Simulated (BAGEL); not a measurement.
# RI-MP2/cc-pVDZ (density fitting with qzvpp-jkfit) run of CH4OSSi (SMILES CS[Si]O)

Aim: the energy change on altering one bond length of CH4OSSi at RI-MP2/cc-pVDZ (density fitting with qzvpp-jkfit), from 2 runs. 

The results are computed with BAGEL 1.2.2.

### Step 1. The system as given

CH4OSSi has 8 atoms, charge 0, and is taken as a singlet. As SMILES, `CS[Si]O`. Geometry: relaxed at PBE0-D4/def2-TZVP. This is a higher conformer, about 8 kJ/mol above the lowest found by a separate search.

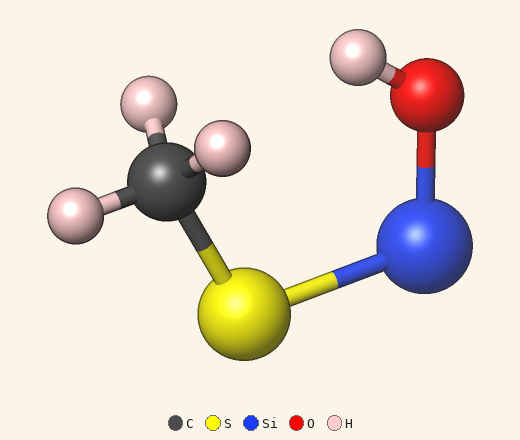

The structure, seen from a chosen angle (carbon dark grey, sulfur yellow, silicon blue, oxygen red, hydrogen pink).

### Step 2. The energy at RI-MP2/cc-pVDZ (density fitting with qzvpp-jkfit)

Input file input.json:

```json
{ "bagel" : [

{
  "title" : "molecule",
  "basis" : "cc-pvdz.json",
  "df_basis" : "qzvpp-jkfit",
  "angstrom" : "true",
  "geometry" : [
    { "atom" : "C", "xyz" : [    0.724400,    0.538800,   -0.590400 ] },
    { "atom" : "S", "xyz" : [   -0.196900,   -0.844100,   -1.315700 ] },
    { "atom" : "Si", "xyz" : [   -1.496600,   -1.621200,    0.224800 ] },
    { "atom" : "O", "xyz" : [   -1.178800,   -0.661400,    1.529900 ] },
    { "atom" : "H", "xyz" : [    1.342300,    0.206500,    0.245200 ] },
    { "atom" : "H", "xyz" : [    1.381900,    0.933200,   -1.364100 ] },
    { "atom" : "H", "xyz" : [    0.052500,    1.338200,   -0.274000 ] },
    { "atom" : "H", "xyz" : [   -0.536700,    0.052800,    1.488400 ] }
  ]
},
{
  "title" : "hf"
},
{
  "title" : "mp2",
  "ncore" : 12
}

]}
```

The basis set cc-pVDZ is read from a file made from the Basis Set Exchange's data (not shown).

Started as:

```console
$ BAGEL_NUM_THREADS=1 BAGEL input.json > input.out
```

Output:

```text
* using 1 threads per process

  ===============================================================
  ===============================================================

  *** Geometry ***

  { "atom" : "C", "xyz" : [      1.368918,      1.018184,     -1.115694 ] },
  { "atom" : "S", "xyz" : [     -0.372087,     -1.595118,     -2.486313 ] },
  { "atom" : "Si", "xyz" : [     -2.828164,     -3.063624,      0.424810 ] },
  { "atom" : "O", "xyz" : [     -2.227609,     -1.249865,      2.891092 ] },
  { "atom" : "H", "xyz" : [      2.536579,      0.390228,      0.463361 ] },
  { "atom" : "H", "xyz" : [      2.611413,      1.763492,     -2.577775 ] },
  { "atom" : "H", "xyz" : [      0.099211,      2.528832,     -0.517785 ] },
  { "atom" : "H", "xyz" : [     -1.014216,      0.099778,      2.812668 ] },

  Number of auxiliary basis functions:      480

  Since a DF basis is specified, we compute 2- and 3-index integrals:
    o Being stored without compression. Storage requirement is 0.027 GB

  Number of basis functions:       84
  Number of electrons      :       48

    * METHOD: MOLECULE                             0.24

  *** RHF ***

  === Nuclear Repulsion ===
   205.9108833823

      * DIIS with orbital gradients will be used.

  === RHF iteration (cc-pvdz.json) ===
      0       -801.33522378          0.01609649           0.09
      1       -801.46361118          0.01240888           0.08
      2       -801.55974366          0.00160421           0.08
      3       -801.56221170          0.00042963           0.08
      4       -801.56239513          0.00014144           0.08
      5       -801.56242208          0.00005226           0.08
      6       -801.56242742          0.00001989           0.08
      7       -801.56242833          0.00000536           0.08
      8       -801.56242839          0.00000212           0.08
      9       -801.56242839          0.00000077           0.08
     10       -801.56242839          0.00000022           0.08
     11       -801.56242839          0.00000009           0.08
     12       -801.56242839          0.00000003           0.08
     13       -801.56242839          0.00000001           0.08
     14       -801.56242839          0.00000000           0.08
    * SCF iteration converged.

    * Permanent dipole moment:
           (   -0.650961,    -0.855948,    -0.246505) a.u.

    * METHOD: HF                                   1.42

  *** RHF ***

  === Nuclear Repulsion ===
   205.9108833823

      * DIIS with orbital gradients will be used.

  === RHF iteration (cc-pvdz.json) ===
      0       -801.56242839          0.00000000           0.08
    * SCF iteration converged.

    * Permanent dipole moment:
           (   -0.650961,    -0.855948,    -0.246505) a.u.

  === DF-MP2 calculation ===

    * freezing 12 orbitals
    * 3-index integral transformation done
    * assembly done

      MP2 correlation energy:   -0.5471580180      0.04

      MP2 total energy:       -802.1095864116

    * METHOD: MP2                                  0.21

  ===============================================================
```

It took 2 s on 1 thread of Arm Neoverse V1, shared host; peak memory 0.12 GiB.

### Step 3. The distorted shape, same level

Input file job.json:

```json
{ "bagel": [

{
  "title": "molecule",
  "basis": "cc-pvdz.json",
  "df_basis": "qzvpp-jkfit",
  "angstrom": true,
  "geometry": [
    { "atom": "C", "xyz": [       0.210746,      -0.032531,      -0.557202 ] },
    { "atom": "S", "xyz": [      -0.710554,      -1.415431,      -1.282502 ] },
    { "atom": "Si", "xyz": [      -2.010254,      -2.192531,       0.257998 ] },
    { "atom": "O", "xyz": [      -1.692454,      -1.232731,       1.563098 ] },
    { "atom": "H", "xyz": [       0.828646,      -0.364831,       0.278398 ] },
    { "atom": "H", "xyz": [       0.868246,       0.361869,      -1.330902 ] },
    { "atom": "H", "xyz": [      -0.461154,       0.766869,      -0.240802 ] },
    { "atom": "H", "xyz": [      -0.536700,       0.052800,       1.488400 ] }
  ]
},

{
  "title": "hf"
},

{
  "title": "mp2",
  "ncore": 12
}

]}
```

The basis set cc-pVDZ is read from a file made from the Basis Set Exchange's data (not shown).

Started as:

```console
$ BAGEL_NUM_THREADS=1 BAGEL job.json > job.out
```

Output:

```text
* using 1 threads per process

  ===============================================================
  ===============================================================

  *** Geometry ***

  { "atom" : "C", "xyz" : [      0.398252,     -0.061475,     -1.052959 ] },
  { "atom" : "S", "xyz" : [     -1.342752,     -2.674777,     -2.423578 ] },
  { "atom" : "Si", "xyz" : [     -3.798830,     -4.143283,      0.487546 ] },
  { "atom" : "O", "xyz" : [     -3.198275,     -2.329524,      2.953827 ] },
  { "atom" : "H", "xyz" : [      1.565914,     -0.689431,      0.526096 ] },
  { "atom" : "H", "xyz" : [      1.640747,      0.683833,     -2.515040 ] },
  { "atom" : "H", "xyz" : [     -0.871455,      1.449172,     -0.455050 ] },
  { "atom" : "H", "xyz" : [     -1.014216,      0.099778,      2.812668 ] },

  Number of auxiliary basis functions:      480

  Since a DF basis is specified, we compute 2- and 3-index integrals:
    o Being stored without compression. Storage requirement is 0.027 GB

  Number of basis functions:       84
  Number of electrons      :       48

    * METHOD: MOLECULE                             0.24

  *** RHF ***

  === Nuclear Repulsion ===
   203.3797201349

      * DIIS with orbital gradients will be used.

  === RHF iteration (cc-pvdz.json) ===
      0       -801.07501388          0.01744765           0.08
      1       -801.04422165          0.02326227           0.08
      2       -801.38275651          0.00241413           0.08
      3       -801.38833350          0.00082235           0.08
      4       -801.38915155          0.00034756           0.08
      5       -801.38934019          0.00013990           0.08
      6       -801.38938844          0.00006239           0.08
      7       -801.38939733          0.00002410           0.08
      8       -801.38939814          0.00001388           0.08
      9       -801.38939837          0.00000488           0.08
     10       -801.38939842          0.00000245           0.08
     11       -801.38939844          0.00000120           0.08
     12       -801.38939844          0.00000054           0.08
     13       -801.38939844          0.00000030           0.08
     14       -801.38939844          0.00000015           0.08
     15       -801.38939844          0.00000007           0.08
     16       -801.38939844          0.00000002           0.08
     17       -801.38939844          0.00000001           0.08
     18       -801.38939844          0.00000000           0.08
    * SCF iteration converged.

    * Permanent dipole moment:
           (   -0.817767,    -0.928639,     0.010691) a.u.

    * METHOD: HF                                   1.72

  *** RHF ***

  === Nuclear Repulsion ===
   203.3797201349

      * DIIS with orbital gradients will be used.

  === RHF iteration (cc-pvdz.json) ===
      0       -801.38939844          0.00000000           0.08
    * SCF iteration converged.

    * Permanent dipole moment:
           (   -0.817767,    -0.928639,     0.010691) a.u.

  === DF-MP2 calculation ===

    * freezing 12 orbitals
    * 3-index integral transformation done
    * assembly done

      MP2 correlation energy:   -0.5882836066      0.04

      MP2 total energy:       -801.9776820463

    * METHOD: MP2                                  0.20

  ===============================================================
```

Run time: 2.3 s. Hardware: 1 thread of Arm Neoverse V1, shared host; peak memory 0.12 GiB.

### Step 4. Results

Level: RI-MP2/cc-pVDZ (density fitting with qzvpp-jkfit), 12 core orbitals frozen.

```
                                                         quantity          value
                                        first shape: total energy  -802.10959 Eh
        first shape: correlation energy (12 core orbitals frozen)     -547.2 mEh
                                    distorted shape: total energy  -801.97768 Eh
    distorted shape: correlation energy (12 core orbitals frozen)     -588.3 mEh
energy change with the O4–H8 bond stretched from 0.961 to 1.730 Å       3.589 eV
```

In words: One bond (distorted shape) is far stretched, which a spin-restricted single reference describes badly; perturbation theory on it can break down and give far too much correlation. With the O4–H8 bond stretched from 0.961 to 1.730 Å the energy rises by 3.59 eV (346 kJ/mol). The first shape isn't relaxed at this level, so the change isn't measured from a minimum. A restricted reference can't describe the breaking bond well at this length.
